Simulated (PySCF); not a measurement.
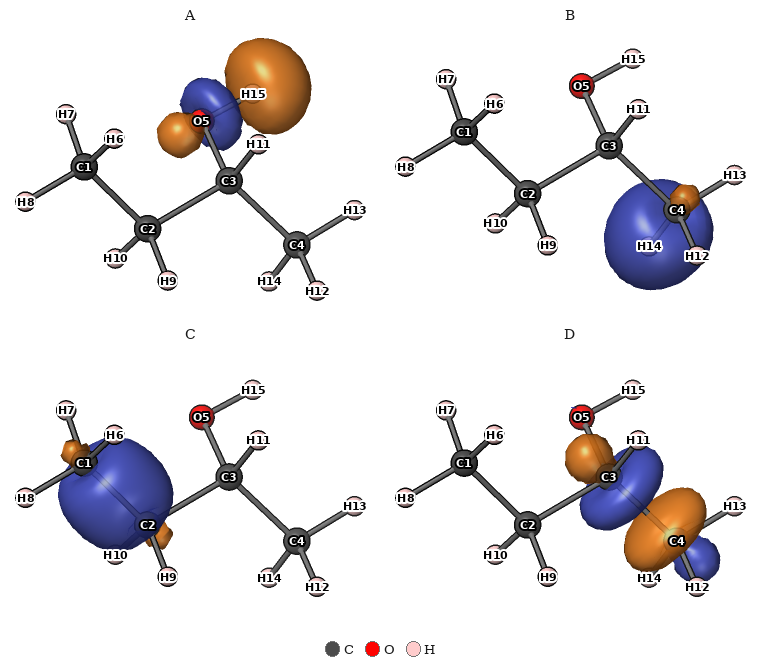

*C$_{4}$H$_{10}$O, SMILES `CCC(C)O`. Intrinsic bond orbitals (IBO), occupied and valence-virtual; each surface holds about 70 % of the orbital's density. Energies are diagonal elements of the Fock matrix.*

PySCF calculation, BLYP/def2-SVPD, gas phase; geometry: GFN2-xTB. No frequency check shows the geometry to be a minimum.

### What does each orbital represent in a Lewis picture?

By panel:
- A: σ* orbital H15–O5, mostly on H15 (H15 67 %, O5 32 %; 5.5 eV)
- B: σ bond C4–H14 (C4 57 %, H14 42 %; −11.4 eV)
- C: σ bond C2–C1 (C2 50 %, C1 50 %; −12.2 eV)
- D: σ* orbital C3–C4 (C3 50 %, C4 49 %; 8.5 eV)

### Which has the smallest and which the largest spatial spread?

Smallest: B (0.85 Å); largest: D (1.06 Å).

The PySCF run took 33 s on 1 thread of Arm Neoverse V2, on a shared host, peak memory 0.64 GiB.
